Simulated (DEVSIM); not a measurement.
System: Ge p-i-n diode, at 300 K.

```tsv
layer (left to right)	material	thickness (μm)	Nd (cm⁻³)	Na (cm⁻³)	τn (s)	τp (s)
1	Ge	0.840	-	2e18	6.1e-5	6.1e-5
2	Ge	7.50	1e13	-	6.1e-5	6.1e-5
3	Ge	0.590	4.3e17	-	6.1e-5	6.1e-6
```

Left contact: ohmic. Right contact: ohmic. Voltage is applied to the left contact. Recombination: SRH at mid-gap. Mobility is constant in doping.

Constants are typed, rounded textbook-type inputs, not results; the design itself was drawn at random and stands for no fabricated device. Values at 300 K.

```
parameter           Ge
-------------  -------
gap (eV)         0.664
affinity (eV)        4
permittivity        16
Nc (cm⁻³)      1.04e19
Nv (cm⁻³)         6e18
μn (cm²/Vs)       3900
μp (cm²/Vs)       1900
```

DEVSIM, 1D drift-diffusion, Boltzmann statistics, complete ionisation; no tunnelling, impact ionisation, image-force lowering or self-heating.

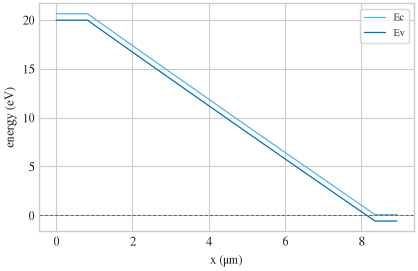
Fig. 1. Band edges at -20.0 V on the left contact

Energies count from the Fermi level of the right contact; mesh points crowd at the junctions.

```
x (μm)   Ec (eV)  Ev (eV)  n (cm⁻³)  p (cm⁻³)  field (V/cm)
-------  -------  -------  --------  --------  ------------
0.000     20.636   19.972     2.2e8    2.0e18           ≈ 0
0.03626   20.636   19.972     2.1e8    2.0e18           ≈ 0
0.1240    20.636   19.972     1.9e8    2.0e18           ≈ 0
0.3507    20.636   19.972     1.3e8    2.0e18           ≈ 0
0.7015    20.636   19.972     3.6e7    2.0e18           ≈ 0
0.7978    20.636   19.972     1.1e7    2.0e18           ≈ 0
0.8375    20.620   19.956   1300000    1.1e18        -41000
0.8911    20.437   19.773   2400000    9.3e14        -28000
1.007     20.116   19.452   2400000     3.8e9        -28000
1.302     19.301   18.637   2500000     1.9e7        -28000
2.102     17.093   16.429   2600000     1.8e7        -28000
5.155      8.732    8.068   3200000     1.8e7        -27000
7.101      3.458    2.794   3500000     1.7e7        -27000
7.867      1.395    0.731   3600000     1.7e7        -27000
8.223      0.439   -0.225    4.4e11     1.7e7        -27000
8.309      0.208   -0.456    3.3e15     1.7e7        -27000
8.342      0.108   -0.556    1.6e17     1.4e7        -30000
8.383      0.082   -0.582    4.3e17     6.6e7          -150
8.535      0.082   -0.582    4.3e17     3.3e8           ≈ 0
8.759      0.082   -0.582    4.3e17     7.2e8           ≈ 0
8.873      0.082   -0.582    4.3e17     9.2e8           ≈ 0
8.930      0.082   -0.582    4.3e17     1.0e9           ≈ 0
```
